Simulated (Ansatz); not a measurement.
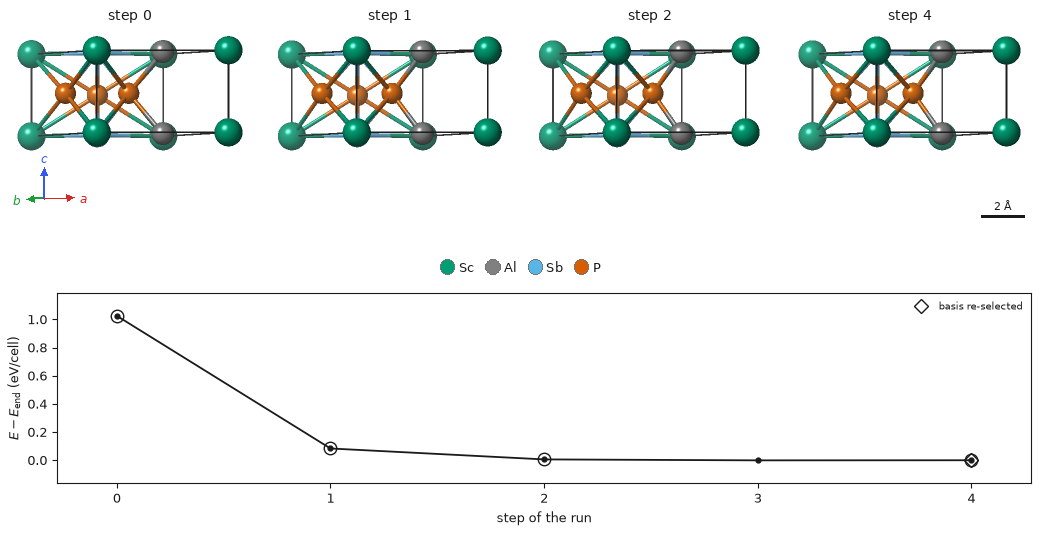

Frames of a relaxation of crystalline ScAlSbP₃ (a generated structure, set up in P-6m2) (coarse preliminary run), marked on the history of the run. Style: ball-and-stick. Shown: the cell of the calculation, from a free direction.

The calculation used DFT PBE, scalar-relativistic, plane waves, PAW (Ansatz 0.2.0).

The input:
```yaml
crystal:
  lattice:
    - [6.18487696, 0.0, 0.0]
    - [-3.09243848, 5.35626056, 0.0]
    - [0.0, 0.0, 3.85729119]
  atoms:
    - { symbol: Sc, position: [0.0, 0.0, 0.0] }
    - { symbol: Al, position: [0.66666667, 0.33333333, 0.0] }
    - { symbol: Sb, position: [0.33333333, 0.66666667, 0.0] }
    - { symbol: P, position: [0.012965, 0.5064825, 0.5] }
    - { symbol: P, position: [0.4935175, 0.5064825, 0.5] }
    - { symbol: P, position: [0.4935175, 0.987035, 0.5] }
basis:
  ecutwfc: 420
kpoints:
  mp_grid: { grid: [3, 3, 4] }
hamiltonian:
  xc: pbe
scf:
  occupations: { method: gaussian, width: 0.1 }
  lower_state_search: "off"
output:
  forces: true
  stress: true
  eigenvalues: true
relax:
  adjacent_minimum: "off"
  f_tol: 0.04
  max_steps: 70
  cell: { stress_tol: 0.4 }
```

Run as
```bash
ansatz run input.yaml --threads 1 --pin off --max-ram 2560MiB --backend cpu --events-out ev --progress --plain --runs-dir out
```

What happens along the run?

After 3 accepted moves (4 points after the start) the energy has fallen by 1.025 eV per cell of the calculation. Largest force component: 2.5 eV/Å at the start, 0.019 eV/Å at the end. Pressure: −0.12 GPa at the start and 0.10 GPa at the end. At 1 point the geometry stayed and the basis and grid were re-selected for the new cell (energy shift of 0.7 meV per cell of the calculation at most each time). The largest moves relative to the cell, 0.26 Å, are those of P4, P5 and P6. P4 goes along [−2 −1 0]. Sc and Sb and Al stay in place. Cell: a = b 6.185 → 6.094 Å (−1.5 %), c 3.857 → 3.846 Å (−0.3 %). Volume −3.2 %. Some distances before and after: P4–P5 3.213 → 2.708 Å, P4–P5 (another image) 2.972 → 3.385 Å, Al2–P4 2.676 → 2.478 Å, Sb3–P4 2.582 → 2.742 Å. Among the angles between lasting bonds that change: P4–Al2–P4 92.2° → 101.8°, Al2–P4–Al2 92.2° → 101.8°, Sb3–P4–Sb3 96.7° → 89.1°. The space group stays P-6m2 (No. 187). From step 0 to 1: P atoms move most (0.19 Å), volume −1.5 %, energy −0.942 eV per cell of the calculation. From step 1 to 2: P atoms move most (0.07 Å), volume −3.2 %, energy −77.7 meV per cell of the calculation. From step 2 to 4: volume +1.5 %, energy −6.0 meV per cell of the calculation.

```csv
step,"E − E(0), meV/atom","largest force component, eV/Å","pressure, GPa","volume, Å³/atom",note
0,0.00,2.5430,-0.12,21.297,
1,-156.92,0.6677,-1.17,20.978,
2,-169.86,0.0289,1.09,20.305,
3,-170.98,0.0185,0.11,20.612,
4,-170.86,0.0186,0.10,20.612,"same geometry, new basis"
```

Limits of the set-up: the k-point mesh is coarse for a cell with partly filled bands.
